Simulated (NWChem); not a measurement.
# [C2H2N3]− (SMILES c1c[n-]nn1): levels of theory compared

Aim: a comparison of 4 runs (HF/STO-3G, HF/3-21G, B3LYP/6-31G*) of [C2H2N3]−. 

The results are computed with NWChem 7.3.0.

## Step 1: The system as given

The species is [C2H2N3]− (7 atoms), meant as a singlet with charge -1. As SMILES, `c1c[n-]nn1`. The shape is that of a GFN2-xTB optimisation.

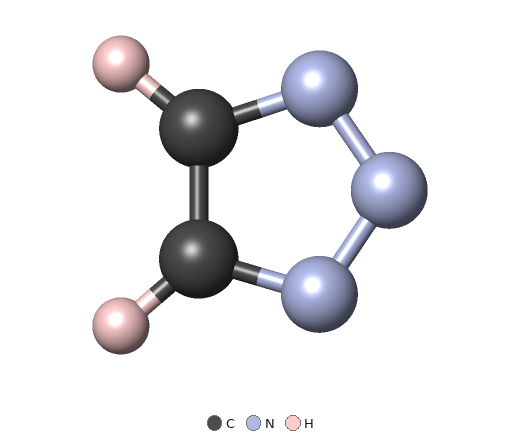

The structure, seen from a chosen angle (carbon dark grey, nitrogen light blue, hydrogen pink).

## Step 2: Energy and forces at HF/STO-3G (run 1)

Contents of c2h2n3.xyz:

```xyz
7

C     -0.472270     0.651040     0.094000
C      0.546530    -0.154690     0.577170
N      0.726130    -1.145640    -0.310130
N     -0.142150    -0.950320    -1.284260
N     -0.879060     0.124060    -1.071640
H     -0.912340     1.546600     0.512420
H      1.133160    -0.071060     1.482440
```

Contents of run.py:

```python
from ase.io import read
from ase.calculators.nwchem import NWChem

atoms = read('c2h2n3.xyz')

calc = NWChem(
    label='c2h2n3',
    theory='scf',
    memory='2200 mb',
    basis='STO-3G',
    basispar='spherical bse',
    charge=-1,
    scf={'nopen': '0', 'rhf': None, 'thresh': '1e-08', 'maxiter': '80'},
)
atoms.calc = calc

forces = atoms.get_forces()
print("Total energy (eV):", round(atoms.get_potential_energy(), 6))
print("forces (eV/A):")
for s, f in zip(atoms.symbols, forces):
    print(f"{s:2s} {f[0]:10.5f} {f[1]:10.5f} {f[2]:10.5f}")
print("dipole (e A):", atoms.get_dipole_moment().round(4))
```

The run is started by

```sh
export ASE_NWCHEM_COMMAND="nwchem PREFIX.nwi > PREFIX.nwo"
python run.py
```

The log of the run:

```text
Total energy (eV): -6450.244144
forces (eV/A):
C     0.56883    0.47195    1.32016
C    -0.32591    1.18415    0.90575
N     2.03559   -1.36268    1.25537
N    -0.31280   -1.95980   -2.68696
N    -1.94987    1.78368   -0.63758
H     0.10449   -0.14753   -0.02571
H    -0.12033    0.03018   -0.13102
dipole (e A): [0.0932 0.6222 0.8413]
```

The calculator wrote c2h2n3.nwi:

```
title "c2h2n3"

permanent_dir c2h2n3

scratch_dir c2h2n3

start c2h2n3

geometry units angstrom nocenter noautosym noautoz
  C  -4.7227000000000002e-01 6.5103999999999995e-01 9.4000000000000000e-02
  C  5.4652999999999996e-01 -1.5468999999999999e-01 5.7716999999999996e-01
  N  7.2613000000000005e-01 -1.1456400000000000e+00 -3.1013000000000002e-01
  N  -1.4215000000000000e-01 -9.5032000000000005e-01 -1.2842600000000000e+00
  N  -8.7905999999999995e-01 1.2406000000000000e-01 -1.0716399999999999e+00
  H  -9.1234000000000004e-01 1.5466000000000000e+00 5.1241999999999999e-01
  H  1.1331599999999999e+00 -7.1059999999999998e-02 1.4824400000000000e+00
end

charge -1

memory 2200 mb

basis spherical bse noprint
   * library STO-3G
end

scf
  nopen 0
  rhf
  thresh 1e-08
  maxiter 80
end

task scf gradient
```

c2h2n3.nwo, cut to the lines that bear on the results:

```text
[...]
      One-electron energy =   -643.111814198731
[... 1 line left out ...]
 Nuclear repulsion energy =    156.029627475580
[... 35 lines left out ...]
                       ROHF Final Molecular Orbital Analysis
[... 198 lines left out ...]
                              NWChem Gradients Module
[...]
  wavefunction    =   RHF
                         RHF ENERGY GRADIENTS
    atom               coordinates                        gradient
                 x          y          z           x          y          z
   1 C      -0.892461   1.230287   0.177634   -0.011062  -0.009178  -0.025673
   2 C       1.032792  -0.292322   1.090693    0.006338  -0.023028  -0.017614
   3 N       1.372187  -2.164946  -0.586061   -0.039586   0.026500  -0.024413
   4 N      -0.268625  -1.795844  -2.426899    0.006083   0.038112   0.052253
   5 N      -1.661183   0.234439  -2.025106    0.037919  -0.034687   0.012399
   6 H      -1.724073   2.922650   0.968333   -0.002032   0.002869   0.000500
   7 H       2.141362  -0.134284   2.801405    0.002340  -0.000587   0.002548
[...]
```

Wall time 4.2 s (1 thread of AMD EPYC 7R43 (Zen 3), shared host); peak memory 0.094 GiB.

## Step 3: Energy and gradient at HF/3-21G (run 2)

Contents of calc.nw:

```
start calc
title "C2H2N3"
memory stack 880 mb heap 220 mb global 1100 mb
charge -1

geometry noautosym nocenter noautoz
C       -0.472270       0.651040       0.094000
C        0.546530      -0.154690       0.577170
N        0.726130      -1.145640      -0.310130
N       -0.142150      -0.950320      -1.284260
N       -0.879060       0.124060      -1.071640
H       -0.912340       1.546600       0.512420
H        1.133160      -0.071060       1.482440
end

basis "ao basis" spherical bse
* library 3-21G
end

scf
singlet
rhf
thresh 1e-08
maxiter 80
print medium
end

task scf gradient
```

The run is started by

```sh
nwchem calc.nw > calc.out
```

The log of the run:

```text
[...]
  functions       =    49
[...]
  wavefunction    = RHF
[...]
         Total SCF energy =   -238.804926425304
      One-electron energy =   -641.611640543741
      Two-electron energy =    246.777086642857
 Nuclear repulsion energy =    156.029627475580
        Time for solution =      2.1s
[...]
                         RHF ENERGY GRADIENTS
    atom               coordinates                        gradient
                 x          y          z           x          y          z
   1 C      -0.892461   1.230287   0.177634    0.001638  -0.014988  -0.014783
   2 C       1.032792  -0.292322   1.090693   -0.005249  -0.009570  -0.018186
   3 N       1.372187  -2.164946  -0.586061   -0.019059   0.006717  -0.018754
   4 N      -0.268625  -1.795844  -2.426899    0.004659   0.029887   0.040888
   5 N      -1.661183   0.234439  -2.025106    0.016630  -0.021447  -0.001843
   6 H      -1.724073   2.922650   0.968333   -0.005276   0.009419   0.003521
   7 H       2.141362  -0.134284   2.801405    0.006657  -0.000018   0.009157
[...]
```

It took 3.6 s on 1 thread of AMD EPYC 7R43 (Zen 3), shared host; peak memory 0.092 GiB.

Run 3 isn't shown in full; the table further down has it.

## Step 4: Energy and gradient at B3LYP/6-31G(d) (Cartesian functions) (run 4)

Contents of mol.nw:

```
start mol
title "C2H2N3 gradient"
memory total 2200 mb
charge -1

geometry noautosym nocenter noautoz
 C       -0.472270       0.651040       0.094000
 C        0.546530      -0.154690       0.577170
 N        0.726130      -1.145640      -0.310130
 N       -0.142150      -0.950320      -1.284260
 N       -0.879060       0.124060      -1.071640
 H       -0.912340       1.546600       0.512420
 H        1.133160      -0.071060       1.482440
end

basis
 * library 6-31G*
end

dft
 xc b3lyp
 grid xfine
 convergence energy 1e-08
 iterations 100
 mulliken
end

task dft gradient
```

The run is started by

```sh
nwchem mol.nw > mol.out
```

The log of the run:

```text
[...]
          Wavefunction type:  closed shell.
          No. of atoms     :     7
          No. of electrons :    36
[...]
          Charge           :    -1
          Spin multiplicity:     1
[...]
          AO basis - number of functions:    79
[...]
              XC Information
              --------------
                         B3LYP Method XC Potential
                     Hartree-Fock (Exact) Exchange  0.200
                        Slater Exchange Functional  0.800 local
                    Becke 1988 Exchange Functional  0.720 non-local
              Lee-Yang-Parr Correlation Functional  0.810
                  VWN I RPA Correlation Functional  0.190 local
[...]
 d= 0,ls=0.0,diis     1   -241.4840103555 -3.98D+02  1.96D-02  1.46D+00     3.7
[...]
 d= 0,ls=0.0,diis    10   -241.6473136467 -3.34D-09  9.29D-07  1.30D-08    31.9
         Total DFT energy =     -241.647313646749
      One electron energy =     -644.598796867461
           Coulomb energy =      279.495235013911
    Exchange-Corr. energy =      -32.573379268780
 Nuclear repulsion energy =      156.029627475580
[...]
      Total Density - Mulliken Population Analysis
     ---------------------------------------------
    Atom       Charge   Shell Charges
 -----------   ------   -------------------------------------------------------
    1 C    6     6.05   1.99  0.71  2.09  0.45  0.79  0.02
    2 C    6     6.05   1.99  0.71  2.09  0.45  0.79  0.02
    3 N    7     7.37   1.99  0.82  2.39  0.92  1.25  0.00
    4 N    7     7.21   1.99  0.84  2.34  0.90  1.12  0.02
    5 N    7     7.37   1.99  0.82  2.39  0.92  1.25  0.00
    6 H    1     0.97   0.54  0.43
    7 H    1     0.97   0.54  0.43
[...]
  wavefunction    = closed shell
                         DFT ENERGY GRADIENTS
    atom               coordinates                        gradient
                 x          y          z           x          y          z
   1 C      -0.892461   1.230287   0.177634   -0.001772  -0.005975  -0.009197
   2 C       1.032792  -0.292322   1.090693   -0.000147  -0.007304  -0.008553
   3 N       1.372187  -2.164946  -0.586061   -0.018898   0.014125  -0.010031
   4 N      -0.268625  -1.795844  -2.426899    0.002757   0.017030   0.023514
   5 N      -1.661183   0.234439  -2.025106    0.018465  -0.015364   0.007693
   6 H      -1.724073   2.922650   0.968333    0.001922  -0.002936  -0.000693
   7 H       2.141362  -0.134284   2.801405   -0.002327   0.000423  -0.002733
[...]
```

Run time: 38 s. Hardware: 1 thread of AMD EPYC 7R43 (Zen 3), shared host; peak memory 0.13 GiB.

## Step 5: Overview of the runs

```csv
run,level,iteration cap,module,energy (Eh),HOMO energy (eV),LUMO energy (eV),HOMO–LUMO gap (eV),wall time
1,HF/STO-3G,80,scf,-237.042102,-0.52,16.43,16.95,4.2 s
2,HF/3-21G,80,scf,-238.804926,-3.38,12.15,15.53,3.6 s
3,B3LYP/6-31G* (spherical functions),100,dft,-241.640558,-0.50,7.40,7.90,38 s
4,B3LYP/6-31G* (Cartesian functions),100,dft,-241.647314,-0.52,7.38,7.90,38 s
```

## Step 6: Outcome

| quantity | value |
| --- | --- |
| run 4: total energy | -241.64731 Eh |
| run 4: HOMO energy | -0.52 eV |
| run 4: LUMO energy | 7.38 eV |
| run 4: HOMO–LUMO gap (to an unbound level, set by the basis) | 7.90 eV |
| run 4: largest force on an atom | 1.500 eV/Å |

**Reading.** The HOMO–LUMO gap runs from 7.90 eV (B3LYP/6-31G*) to 16.95 eV (HF/STO-3G). The two ends differ in method and basis. The empty levels of an anion lie above zero and hang on the basis. In run 1 the basis is minimal, so the values are rough. All runs together took 84 s, the longest 38 s.
